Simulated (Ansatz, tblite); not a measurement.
**Ga10P11 wurtzite ring sphere (Ga10P11H28+): removing and adding an electron**

Aim: the energy of removing and adding an electron for Ga10P11 wurtzite ring sphere (Ga10P11H28+), by energy differences, and how well orbital energies stand in for it.

Method: as each input shows; program: Ansatz 0.2.0, Gaussian basis.

Levels to be run: charge +2 doublet, at the geometry of the singlet (PBE0-D4/def2-SVP, PBE-D4/def2-SVP, B3LYP-D4/def2-SVP); charge 0 doublet, at the geometry of the singlet (PBE0-D4/def2-SVP, PBE-D4/def2-SVP, B3LYP-D4/def2-SVP); the starting singlet's energies come from earlier runs.

### Step 1. The relaxed structure

The singlet was relaxed beforehand with PBE-D4/def2-SVP.

49 atoms, charge 1, spin multiplicity 1.

Atoms are counted from 1 here; the program's logs count them from 0.

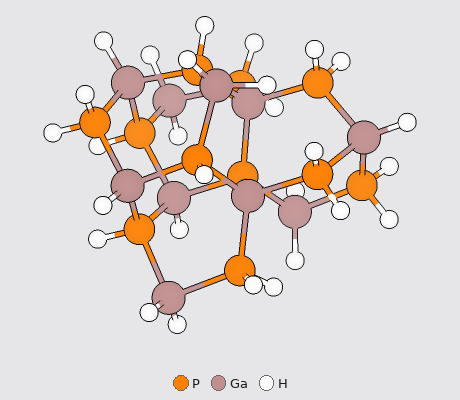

The structure; phosphorus orange, gallium pink, hydrogen white.

The ion is computed in the gas phase, without counter-ions or solvent.

### Step 2. Charge +2 doublet at the fixed geometry, PBE0-D4/def2-SVP

in.yaml

```yaml
crystal:
  periodic: [false, false, false]
  atoms:
    - {symbol: P, position_ang: [-2.674267, -1.537955, -3.336953]}
    - {symbol: Ga, position_ang: [-2.938685, -1.694476, -0.862563]}
    - {symbol: P, position_ang: [0.880665, -3.829763, -0.006852]}
    - {symbol: Ga, position_ang: [1.003710, -4.058236, 2.469772]}
    - {symbol: P, position_ang: [0.986799, -1.577945, -3.264924]}
    - {symbol: Ga, position_ang: [-0.821542, -0.470293, -4.399293]}
    - {symbol: Ga, position_ang: [0.986561, -1.616018, -0.842150]}
    - {symbol: P, position_ang: [-0.962617, -0.555348, -0.112961]}
    - {symbol: P, position_ang: [1.015260, -1.676304, 2.935819]}
    - {symbol: Ga, position_ang: [-1.012071, -0.586255, 2.306332]}
    - {symbol: P, position_ang: [-0.872897, 1.648370, -3.262600]}
    - {symbol: Ga, position_ang: [-0.905280, 1.663802, -0.839787]}
    - {symbol: P, position_ang: [-2.874189, 2.679785, -0.002743]}
    - {symbol: P, position_ang: [-0.941858, 1.713723, 2.938324]}
    - {symbol: Ga, position_ang: [-3.012497, 2.892064, 2.474481]}
    - {symbol: P, position_ang: [2.880650, -0.452937, -0.103864]}
    - {symbol: Ga, position_ang: [3.055208, -0.661011, 2.287005]}
    - {symbol: Ga, position_ang: [2.900991, 1.674613, -1.268352]}
    - {symbol: P, position_ang: [1.049850, 2.720661, -0.101095]}
    - {symbol: P, position_ang: [2.840196, 1.636815, 2.981112]}
    - {symbol: Ga, position_ang: [0.957429, 2.973056, 2.290082]}
    - {symbol: H, position_ang: [-2.744543, -2.822753, -3.961399]}
    - {symbol: H, position_ang: [-3.820879, -0.950520, -3.958076]}
    - {symbol: H, position_ang: [-2.787636, -3.236445, -0.582892]}
    - {symbol: H, position_ang: [-4.197840, -0.793067, -0.578602]}
    - {symbol: H, position_ang: [-0.305305, -4.392470, -0.571715]}
    - {symbol: H, position_ang: [1.862832, -4.605821, -0.696576]}
    - {symbol: H, position_ang: [-0.388211, -4.662903, 2.873109]}
    - {symbol: H, position_ang: [2.443716, -4.645428, 2.699538]}
    - {symbol: H, position_ang: [1.017462, -2.914701, -3.771862]}
    - {symbol: H, position_ang: [2.236846, -1.102758, -3.763840]}
    - {symbol: H, position_ang: [-0.719577, -0.410618, -5.959259]}
    - {symbol: H, position_ang: [1.026376, -1.608108, 4.366996]}
    - {symbol: H, position_ang: [-2.303314, -1.332346, 2.813109]}
    - {symbol: H, position_ang: [-2.014332, 2.345691, -3.768276]}
    - {symbol: H, position_ang: [0.164843, 2.492411, -3.760610]}
    - {symbol: H, position_ang: [-3.955649, 1.938224, -0.570852]}
    - {symbol: H, position_ang: [-3.051922, 3.921062, -0.688546]}
    - {symbol: H, position_ang: [-0.876683, 1.687955, 4.369452]}
    - {symbol: H, position_ang: [-4.229889, 1.983987, 2.873522]}
    - {symbol: H, position_ang: [-2.805541, 4.432427, 2.710075]}
    - {symbol: H, position_ang: [3.982347, -1.204960, -0.624978]}
    - {symbol: H, position_ang: [4.393110, -1.332013, 2.756850]}
    - {symbol: H, position_ang: [2.332766, 1.348215, -2.722470]}
    - {symbol: H, position_ang: [4.238940, 2.446171, -0.984299]}
    - {symbol: H, position_ang: [0.949760, 4.051437, -0.620566]}
    - {symbol: H, position_ang: [2.915582, 1.678949, 4.407897]}
    - {symbol: H, position_ang: [4.049489, 2.335400, 2.673792]}
    - {symbol: H, position_ang: [1.045825, 4.466628, 2.761700]}
basis:
  gaussian: {orbitals: def2-SVP, fitting: {mean_field: def2-universal-jkfit}}
total_charge: 2
magnetization: {spin_polarized: true, initial_magnetization: 1}
hamiltonian: {xc: pbe0, dispersion: d4}
scf: {omitted_lower_state_checks: [starts]}
output: {orbitals: {seedname: orbitals}}
```

Run with:

```bash
> ansatz run in.yaml --threads 4 --pin off --events-out ev --progress --plain --max-ram 46080MiB --backend cuda --devices 0, --max-vram 37GiB
```

The program printed:

```text
Functional definition: PBE0
  name "PBE0"
  cite "Adamo & Barone, J. Chem. Phys. 110, 6158 (1999) doi:10.1063/1.478522"
  cite "Perdew, Burke & Ernzerhof, Phys. Rev. Lett. 77, 3865 (1996) doi:10.1103/PhysRevLett.77.3865"
  parent pbe
  parameter a = 0.25
  parameter kappa = 0.804
  parameter beta = 0.06672455060314922
  exchange = (1 - a)*pbe_x(kappa = kappa, mu = beta*pi^2/3) + a*exact_x
  correlation = pbe_c(beta = beta)
these checks for a lower state are left out or cut short: starts
4572 factors; integrals over basis functions are off by at most 3.4e-1 eV
mean field evaluation 1: about -626197.3247 eV, gradient 4.5e1 eV
mean field evaluation 2: about -626187.6682 eV, gradient 6.1e1 eV
mean field evaluation 4: about -626204.7625 eV, gradient 3.2e0 eV
mean field evaluation 8: about -626204.8190 eV, gradient 7.1e-1 eV
mean field evaluation 16: about -626204.8243 eV, gradient 8.0e-3 eV
mean field evaluation 32: about -626204.8243 eV, gradient 7.0e-5 eV
mean field -626204.82427030 eV, -23012.6028350588 hartree, gradient 7.1e-6 eV, S^2 0.755094; 0 other end points of the search recorded, 0 dependent functions left out
reference -626204.82435350 eV, -23012.6028381163 hartree; 251, 250 occupied and 407, 408 virtual orbitals, 4572 factors
Total energy: -626208.58067072 eV, -23012.7408802279 hartree
Checks for a lower state left out: starts
```

Run time: 16 s. Hardware: 1 × H100 (card shared with other runs) with 4 threads of AMD EPYC 7R13, shared host; peak host memory 1.5 GiB.

HOMO -12.60 eV, LUMO -11.64 eV (over both spins); ⟨S²⟩ 0.755 (pure: 0.75).

### Step 3. Charge +2 doublet at the fixed geometry, PBE-D4/def2-SVP

start.molden holds the orbitals of an earlier run on this state, given as this run's starting guess.

in.yaml: that of step 2 with these lines changed.

```diff
@@ -53,6 +53,6 @@
 basis:
-  gaussian: {orbitals: def2-SVP, fitting: {mean_field: def2-universal-jkfit}}
+  gaussian: {orbitals: def2-SVP, fitting: {mean_field: def2-universal-jkfit}, initial_orbitals: start.molden}
 total_charge: 2
 magnetization: {spin_polarized: true, initial_magnetization: 1}
-hamiltonian: {xc: pbe0, dispersion: d4}
+hamiltonian: {xc: pbe, dispersion: d4}
 scf: {omitted_lower_state_checks: [starts]}
```

Launched as before.

The program printed:

```text
Functional definition: PBE
  name "PBE"
  cite "Perdew, Burke & Ernzerhof, Phys. Rev. Lett. 77, 3865 (1996) doi:10.1103/PhysRevLett.77.3865"
  parent pbe
  parameter kappa = 0.804
  parameter beta = 0.06672455060314922
  exchange = pbe_x(kappa = kappa, mu = beta*pi^2/3)
  correlation = pbe_c(beta = beta)
these checks for a lower state are left out or cut short: starts
4572 factors; integrals over basis functions are off by at most 3.4e-1 eV
mean field evaluation 1: about -626183.0204 eV, gradient 1.3e1 eV
mean field evaluation 2: about -626183.7404 eV, gradient 7.0e-1 eV
mean field evaluation 4: about -626183.7484 eV, gradient 6.1e-2 eV
mean field evaluation 8: about -626183.7485 eV, gradient 3.7e-4 eV
mean field evaluation 16: about -626183.7485 eV, gradient 1.5e-5 eV
mean field -626183.74851055 eV, -23011.8283151734 hartree, gradient 1.7e-6 eV, S^2 0.751200; 0 other end points of the search recorded, 0 dependent functions left out
reference -626183.74862119 eV, -23011.8283192393 hartree; 251, 250 occupied and 407, 408 virtual orbitals, 4572 factors
Total energy: -626187.86115589 eV, -23011.9794521020 hartree
Checks for a lower state left out: starts
```

Run time: 11 s. Hardware: 1 × H100 (card shared with other runs) with 4 threads of AMD EPYC 7R13, shared host; peak host memory 1.4 GiB.

From the report: HOMO -11.58 eV, LUMO -11.59 eV (over both spins; with the spin held, an empty level of the minority spin lies below the top filled one); ⟨S²⟩ 0.751 (pure: 0.75).

### Step 4. Charge +2 doublet at the fixed geometry, B3LYP-D4/def2-SVP

in.yaml: that of step 3 with these lines changed.

```diff
@@ -56,3 +56,3 @@
 magnetization: {spin_polarized: true, initial_magnetization: 1}
-hamiltonian: {xc: pbe, dispersion: d4}
+hamiltonian: {xc: {name: B3LYP}, dispersion: d4}
 scf: {omitted_lower_state_checks: [starts]}
```

Launched as before.

The program printed:

```text
Functional definition: B3LYP
  name "B3LYP"
  cite "Stephens, Devlin, Chabalowski & Frisch, J. Phys. Chem. 98, 11623 (1994) doi:10.1021/j100096a001"
  cite "Becke, Phys. Rev. A 38, 3098 (1988) doi:10.1103/PhysRevA.38.3098"
  cite "Lee, Yang & Parr, Phys. Rev. B 37, 785 (1988) doi:10.1103/PhysRevB.37.785"
  cite "Vosko, Wilk & Nusair, Can. J. Phys. 58, 1200 (1980) doi:10.1139/p80-159"
  parameter a0 = 0.2
  parameter ax = 0.72
  parameter ac = 0.81
  exchange = (1 - a0 - ax)*slater_x + ax*b88_x + a0*exact_x
  correlation = (1 - ac)*vwn_rpa_c + ac*lyp_c
these checks for a lower state are left out or cut short: starts
4572 factors; integrals over basis functions are off by at most 3.4e-1 eV
mean field evaluation 1: about -626328.9149 eV, gradient 7.3e0 eV
mean field evaluation 2: about -626329.1842 eV, gradient 2.3e-1 eV
mean field evaluation 4: about -626329.1828 eV, gradient 3.5e-3 eV
mean field evaluation 8: about -626329.1828 eV, gradient 2.6e-5 eV
mean field -626329.18280555 eV, -23017.1729269357 hartree, gradient 6.7e-6 eV, S^2 0.753810; 0 other end points of the search recorded, 0 dependent functions left out
reference -626329.18347597 eV, -23017.1729515733 hartree; 251, 250 occupied and 407, 408 virtual orbitals, 4572 factors
Total energy: -626335.87063254 eV, -23017.4187000444 hartree
Checks for a lower state left out: starts
```

Run time: 13 s. Hardware: 1 × H100 (card shared with other runs) with 4 threads of AMD EPYC 7R13, shared host; peak host memory 1.4 GiB.

From the report: HOMO -12.39 eV, LUMO -11.63 eV (over both spins); ⟨S²⟩ 0.754 (pure: 0.75).

### Step 5. Vertical ionisation energy

Charged state less starting state, singlet to doublet; the starting state's energies are those of its earlier runs.

| level | vertical ionisation energy (eV) | time |
| --- | --- | --- |
| PBE-D4/def2-SVP | +10.15 | 15 s |
| B3LYP-D4/def2-SVP | +10.59 | 19 s |
| PBE0-D4/def2-SVP | +10.66 | 24 s |

Times add the two runs; a level without a time comes out of a correlated run.

Beside −ε(HOMO) of the starting state:

| level | −ε(HOMO) (eV) | by difference (eV) | mismatch (eV) |
| --- | --- | --- | --- |
| PBE-D4/def2-SVP | 8.53 | 10.15 | -1.62 |
| B3LYP-D4/def2-SVP | 9.31 | 10.59 | -1.27 |
| PBE0-D4/def2-SVP | 9.54 | 10.66 | -1.12 |

### Step 6. Charge 0 doublet at the fixed geometry, PBE0-D4/def2-SVP

in.yaml: that of step 4 with these lines changed.

```diff
@@ -53,6 +53,5 @@
 basis:
-  gaussian: {orbitals: def2-SVP, fitting: {mean_field: def2-universal-jkfit}, initial_orbitals: start.molden}
-total_charge: 2
+  gaussian: {orbitals: def2-SVP, fitting: {mean_field: def2-universal-jkfit}}
 magnetization: {spin_polarized: true, initial_magnetization: 1}
-hamiltonian: {xc: {name: B3LYP}, dispersion: d4}
+hamiltonian: {xc: pbe0, dispersion: d4}
 scf: {omitted_lower_state_checks: [starts]}
```

The command is unchanged.

The program printed:

```text
Functional definition: PBE0
  name "PBE0"
  cite "Adamo & Barone, J. Chem. Phys. 110, 6158 (1999) doi:10.1063/1.478522"
  cite "Perdew, Burke & Ernzerhof, Phys. Rev. Lett. 77, 3865 (1996) doi:10.1103/PhysRevLett.77.3865"
  parent pbe
  parameter a = 0.25
  parameter kappa = 0.804
  parameter beta = 0.06672455060314922
  exchange = (1 - a)*pbe_x(kappa = kappa, mu = beta*pi^2/3) + a*exact_x
  correlation = pbe_c(beta = beta)
these checks for a lower state are left out or cut short: starts
4572 factors; integrals over basis functions are off by at most 3.4e-1 eV
mean field evaluation 1: about -626212.1468 eV, gradient 4.4e1 eV
mean field evaluation 2: about -626208.5373 eV, gradient 5.5e1 eV
mean field evaluation 4: about -626217.8643 eV, gradient 8.3e0 eV
mean field evaluation 8: about -626218.4528 eV, gradient 8.1e-1 eV
mean field evaluation 16: about -626218.5152 eV, gradient 9.6e-2 eV
mean field evaluation 32: about -626218.5210 eV, gradient 1.4e-3 eV
mean field -626218.52102451 eV, -23013.1061814918 hartree, gradient 4.8e-6 eV, S^2 0.751749; 0 other end points of the search recorded, 0 dependent functions left out
reference -626218.52110256 eV, -23013.1061843603 hartree; 252, 251 occupied and 406, 407 virtual orbitals, 4572 factors
Total energy: -626222.41527417 eV, -23013.2492925274 hartree
Checks for a lower state left out: starts
```

It took 20 s on 1 × H100 (card shared with other runs) with 4 threads of AMD EPYC 7R13, shared host; peak host memory 1.5 GiB.

From the report: HOMO -2.12 eV, LUMO -1.12 eV (over both spins); ⟨S²⟩ 0.752 (pure: 0.75).

### Step 7. Charge 0 doublet at the fixed geometry, PBE-D4/def2-SVP

in.yaml: that of step 6 with these lines changed.

```diff
@@ -53,5 +53,5 @@
 basis:
-  gaussian: {orbitals: def2-SVP, fitting: {mean_field: def2-universal-jkfit}}
+  gaussian: {orbitals: def2-SVP, fitting: {mean_field: def2-universal-jkfit}, initial_orbitals: start.molden}
 magnetization: {spin_polarized: true, initial_magnetization: 1}
-hamiltonian: {xc: pbe0, dispersion: d4}
+hamiltonian: {xc: pbe, dispersion: d4}
 scf: {omitted_lower_state_checks: [starts]}
```

Launched as before.

The program printed:

```text
Functional definition: PBE
  name "PBE"
  cite "Perdew, Burke & Ernzerhof, Phys. Rev. Lett. 77, 3865 (1996) doi:10.1103/PhysRevLett.77.3865"
  parent pbe
  parameter kappa = 0.804
  parameter beta = 0.06672455060314922
  exchange = pbe_x(kappa = kappa, mu = beta*pi^2/3)
  correlation = pbe_c(beta = beta)
these checks for a lower state are left out or cut short: starts
4572 factors; integrals over basis functions are off by at most 3.4e-1 eV
mean field evaluation 1: about -626196.4053 eV, gradient 1.3e1 eV
mean field evaluation 2: about -626197.1277 eV, gradient 6.5e-1 eV
mean field evaluation 4: about -626197.1430 eV, gradient 3.3e-1 eV
mean field evaluation 8: about -626197.1467 eV, gradient 1.4e-2 eV
mean field evaluation 16: about -626197.1467 eV, gradient 1.9e-4 eV
mean field -626197.14670652 eV, -23012.3206897938 hartree, gradient 2.7e-6 eV, S^2 0.750953; 0 other end points of the search recorded, 0 dependent functions left out
reference -626197.14680985 eV, -23012.3206935910 hartree; 252, 251 occupied and 406, 407 virtual orbitals, 4572 factors
Total energy: -626201.41143853 eV, -23012.4774158044 hartree
Checks for a lower state left out: starts
```

It took 10 s on 1 × H100 (card shared with other runs) with 4 threads of AMD EPYC 7R13, shared host; peak host memory 1.4 GiB.

HOMO -1.89 eV, LUMO -1.85 eV (over both spins); ⟨S²⟩ 0.751 (pure: 0.75).

### Step 8. Charge 0 doublet at the fixed geometry, B3LYP-D4/def2-SVP

in.yaml: that of step 7 with these lines changed.

```diff
@@ -55,3 +55,3 @@
 magnetization: {spin_polarized: true, initial_magnetization: 1}
-hamiltonian: {xc: pbe, dispersion: d4}
+hamiltonian: {xc: {name: B3LYP}, dispersion: d4}
 scf: {omitted_lower_state_checks: [starts]}
```

Launched as before.

The program printed:

```text
Functional definition: B3LYP
  name "B3LYP"
  cite "Stephens, Devlin, Chabalowski & Frisch, J. Phys. Chem. 98, 11623 (1994) doi:10.1021/j100096a001"
  cite "Becke, Phys. Rev. A 38, 3098 (1988) doi:10.1103/PhysRevA.38.3098"
  cite "Lee, Yang & Parr, Phys. Rev. B 37, 785 (1988) doi:10.1103/PhysRevB.37.785"
  cite "Vosko, Wilk & Nusair, Can. J. Phys. 58, 1200 (1980) doi:10.1139/p80-159"
  parameter a0 = 0.2
  parameter ax = 0.72
  parameter ac = 0.81
  exchange = (1 - a0 - ax)*slater_x + ax*b88_x + a0*exact_x
  correlation = (1 - ac)*vwn_rpa_c + ac*lyp_c
these checks for a lower state are left out or cut short: starts
4572 factors; integrals over basis functions are off by at most 3.4e-1 eV
mean field evaluation 1: about -626342.4220 eV, gradient 7.4e0 eV
mean field evaluation 2: about -626342.7109 eV, gradient 2.5e-1 eV
mean field evaluation 4: about -626342.7153 eV, gradient 1.8e-1 eV
mean field evaluation 8: about -626342.7159 eV, gradient 2.3e-3 eV
mean field -626342.71589418 eV, -23017.6702587698 hartree, gradient 7.8e-6 eV, S^2 0.751154; 0 other end points of the search recorded, 0 dependent functions left out
reference -626342.71653678 eV, -23017.6702823852 hartree; 252, 251 occupied and 406, 407 virtual orbitals, 4572 factors
Total energy: -626349.63644478 eV, -23017.9245843135 hartree
Checks for a lower state left out: starts
```

It took 20 s on 1 × H100 (card shared with other runs) with 4 threads of AMD EPYC 7R13, shared host; peak host memory 1.4 GiB.

HOMO -1.97 eV, LUMO -1.28 eV (over both spins); ⟨S²⟩ 0.751 (pure: 0.75).

### Step 9. Vertical electron affinity

Starting state less charged state (positive: the electron is bound), singlet to doublet; the starting state's energies are those of its earlier runs.

| level | vertical electron affinity (eV) | time |
| --- | --- | --- |
| PBE-D4/def2-SVP | +3.40 | 14 s |
| B3LYP-D4/def2-SVP | +3.18 | 25 s |
| PBE0-D4/def2-SVP | +3.18 | 28 s |

Times add the two runs; a level without a time comes out of a correlated run.

Beside −ε(LUMO) of the starting state:

| level | −ε(LUMO) (eV) | by difference (eV) | mismatch (eV) |
| --- | --- | --- | --- |
| PBE-D4/def2-SVP | 4.79 | 3.40 | +1.39 |
| B3LYP-D4/def2-SVP | 4.17 | 3.18 | +0.99 |
| PBE0-D4/def2-SVP | 4.09 | 3.18 | +0.91 |

### Step 10. Outcome

```
                                           quantity                                 value
vertical ionisation energy, functionals in def2-SVP  10.15 (PBE-D4) to 10.66 eV (PBE0-D4)
vertical electron affinity, functionals in def2-SVP    3.18 (PBE0-D4) to 3.40 eV (PBE-D4)
```

What this shows: The vertical ionisation energy spans 10.15 to 10.66 eV over the functionals. −ε(HOMO) misses the level's own difference by -1.12 eV at best (PBE0-D4) and -1.62 eV at worst (PBE-D4). The vertical electron affinity spans 3.18 to 3.40 eV over the functionals. −ε(LUMO) misses the level's own difference by +0.91 eV at best (PBE0-D4) and +1.39 eV at worst (PBE-D4).
